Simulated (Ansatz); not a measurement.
# BiCl (built on the sites of a database entry of InCl): relaxing the cell for a phonon run, part 2 of 2

Wanted: the relaxed cell of BiCl (built on the sites of a database entry of InCl).

Ansatz 0.2.0; DFT PBE+D3(BJ), scalar-relativistic, plane waves, PAW.

So far. Step 2 (Probe on a coarse mesh): The coarse mesh shows no gap and a pressure of -3.1 GPa.

The structure was built from a prototype and need not be the compound's stable phase.

### 4. Relaxation (continued)

Step by step:

| step | energy less that of the first step (eV) | largest force component (eV/Å) | pressure (GPa) | volume (Å³) |
| --- | --- | --- | --- | --- |
| 1 | 0.0000 | 0.1108 | 0.35 | 112.98 |
| 2 | 0.0017 | 0.1827 | -0.49 | 113.95 |
| 3 | -0.0021 | 0.0127 | 0.04 | 113.32 |
| 4 | -0.0026 | 0.0012 | -0.05 | 113.35 |
| 5 | -0.0027 | 0.0020 | 0.00 | 113.05 |
| 6* | -0.0027 | 0.0019 | 0.00 | 113.05 |

Relaxation steps marked * repeat the geometry before them on a plane-wave basis chosen anew for their cell, so energy and pressure can jump there. Relaxation step 2 was tried and not accepted.

The run keeps the 8 symmetry operations that it works with, so distortions that break them were not tested.

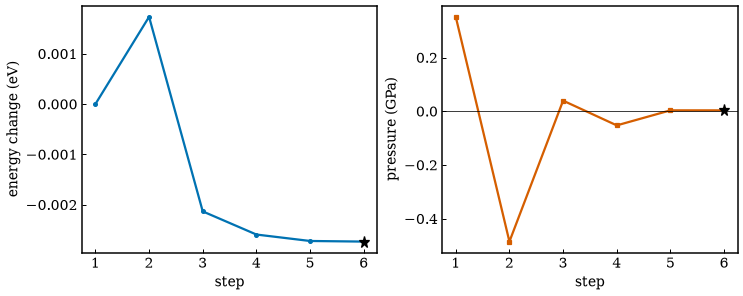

Energy and pressure along the relaxation. Stars mark steps on a basis chosen anew.

| conventional cell, symmetrised | before | after | change |
| --- | --- | --- | --- |
| a (Å) | 4.970 | 5.006 | +0.7 % |
| b (Å) | 12.922 | 12.860 | -0.5 % |
| c (Å) | 3.519 | 3.513 | -0.2 % |
| volume (Å³/atom) | 28.25 | 28.26 | +0.1 % |

The atoms that moved most (Å, as changes of fractional coordinates times the final cell):

| atom | dx | dy | dz | length |
| --- | --- | --- | --- | --- |
| Bi1 | 0.000 | 0.017 | 0.000 | 0.017 |
| Bi2 | 0.000 | -0.017 | 0.000 | 0.017 |
| Cl3 | 0.000 | -0.005 | 0.000 | 0.005 |
| Cl4 | 0.000 | 0.005 | 0.000 | 0.005 |

Final coordinates:

```xyz
4
Lattice="2.5028 -6.4300 0.0000 2.5028 6.4300 0.0000 0.0000 0.0000 3.5126" Properties=species:S:1:pos:R:3 pbc="T T T"
Bi    2.5028    1.2938    2.6344
Bi    2.5028   -1.2938    0.8781
Cl    2.5028   -4.7314    0.8781
Cl    2.5028    4.7314    2.6344
```

Numbers from this step:

- pressure: 0.003451 GPa
- volume per atom: 28.26 Å³

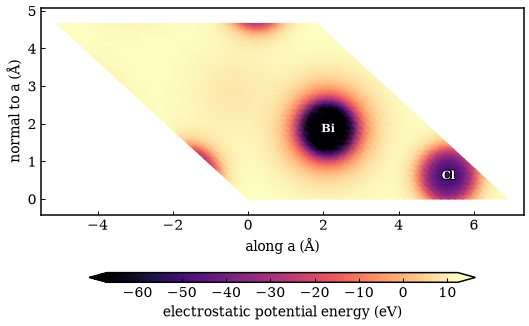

Electrostatic potential energy in the ab plane of the cell as run, not the conventional one, at fractional z = 0.250, with atoms of Bi and Cl within 0.2 Å of it. With pseudopotentials it is smooth inside the atoms' cores, unlike the true potential.

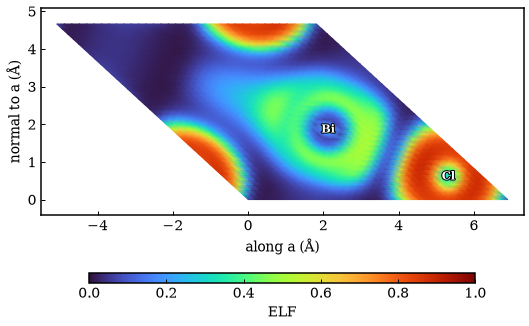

ELF in the ab plane of the cell as run, not the conventional one, at fractional z = 0.250, with atoms of Bi and Cl within 0.2 Å of it. It is the smooth field of the valence electrons, not physical close to the nuclei.

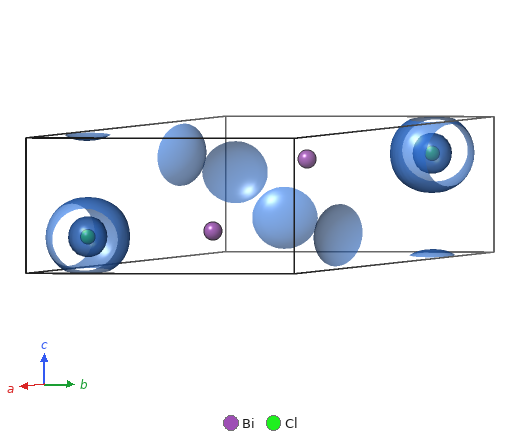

Surface of ELF = 0.81. Drawn on the cell as run, not the conventional one. Bonds to atoms that aren't drawn are left out.

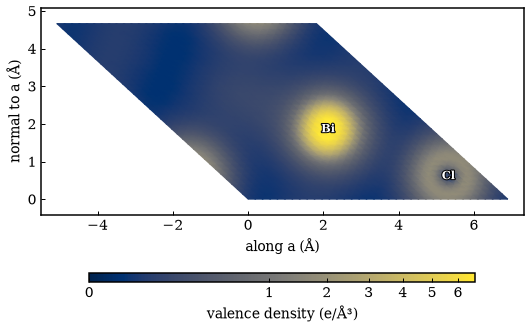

Valence density in the ab plane of the cell as run, not the conventional one, at fractional z = 0.250, with atoms of Bi and Cl within 0.2 Å of it. It is the smooth field of the valence electrons, not physical close to the nuclei. The colour scale is stretched toward low values.

In this step the volume went from 28.25 to 28.26 Å³/atom.

### 5. Tight relaxation

Phonons need a cell at rest on their own settings, so the relaxation is repeated with tight tolerances on forces and stress, using the mesh and the filling of the phonon run that follows.

Contents of input.yaml:

```yaml
crystal:
  lattice:
    - [2.5027524589, -6.4299674193, 0.0]
    - [2.5027524589, 6.4299674193, 0.0]
    - [0.0, 0.0, 3.5125803458]
  atoms:
    - { symbol: Bi, position: [0.3993916768, 0.6006083232, 0.75] }
    - { symbol: Bi, position: [0.6006083232, 0.3993916768, 0.25] }
    - { symbol: Cl, position: [0.867920041, 0.132079959, 0.25] }
    - { symbol: Cl, position: [0.132079959, 0.867920041, 0.75] }
kpoints:
  mp_grid: { grid: [12, 12, 12] }
hamiltonian:
  xc: pbe
  dispersion: d3bj
scf:
  occupations: { method: methfessel_paxton, width: 0.2 }
output:
  forces: true
  stress: true
  eigenvalues: true
relax:
  adjacent_minimum: "off"
  f_tol: 0.001
  max_steps: 60
  cell: { stress_tol: 0.01 }
```

The run is started by

```console
> ansatz run input.yaml --threads 4 --pin off --max-ram 14336MiB --backend cpu --events-out ev --progress --plain --runs-dir out
```

Numbers of over 12 decimals in the logs are rounded to 6 here.

The log of the run:

```text
[...]
Crystal: 4 atoms, lattice volume = 113.053 Å³
Basis set: ecut = 420 eV, 2227 PW (Γ), exchange–correlation on 96×96×48 points (8 copies of the dense FFT grid, shifted against one another)
Bands: 27, of which v1, the nominal top of the filled ones, is band 22 counted from 1 (21 counted from 0)
Symmetry: 8 space group operations
[...]
k-points: 301 of 1728
[...]
--- Relaxed structure (4 steps of the walk, 4 accepted, 1 SCFs on fresh bases) ---
[...]
cell:  # Å, volume = 113.0806 Å³
    - [2.502506, -6.432891, 0]
    - [2.502506, 6.432891, 0]
    - [0, 0, 3.512180]
  atoms:
    - { symbol: Bi, position: [0.399419, 0.600581, 0.750000] }
    - { symbol: Bi, position: [0.600581, 0.399419, 0.25] }
    - { symbol: Cl, position: [0.867677, 0.132323, 0.25] }
    - { symbol: Cl, position: [0.132323, 0.867677, 0.750000] }
[key lines of the parts left out:]
SCF converged after 6 iterations
Free energy (F): -26954.903273 eV
Fermi energy:    8.317861 eV
P = ⅓ Tr σ = 0.0002 GPa (0.002 kbar)
```

It took 51 s on 4 threads of Intel Xeon Platinum 8223CL at 3.00GHz (Skylake/Cascade Lake), shared host; peak memory 1 GiB.

Little changed from the start: no atom moved by 0.005 Å and no cell edge by 0.1 %.

Numbers from this step:

* pressure: 1.77e-4 GPa
* volume per atom: 28.27 Å³

The largest force component left is 0.076 meV/Å and the pressure is 0.000 GPa, within the tolerances set. The cell now holds 28.27 Å³/atom.

### 6. Outcome

- space group after relaxation (within 0.01 Å): Cmcm
- lattice constant a: 5.005 Å
- lattice constant b: 12.866 Å
- lattice constant c: 3.512 Å
- volume per atom: 28.3 Å³

What this shows: The largest force component left is 0.076 meV/Å and the pressure is 0.000 GPa, within the tolerances set. The cell now holds 28.27 Å³/atom. The relaxation keeps the symmetry of its start, so it says nothing on stability against lower symmetry. Spin-orbit coupling is left out, which can matter for the heavy elements here. The starting cell was built on a prototype and not taken from a measurement, so the phase need not exist.

[Logs are printed without paths, hosts, clocks, repeated set-up lines and the standing remarks that a program may print on its own settings, such as how far it seeks lower states.]

[Hosts, paths, dates, database ids (printed as entryN), source tags and the programs' standing remarks are cut or masked in the printed files.]
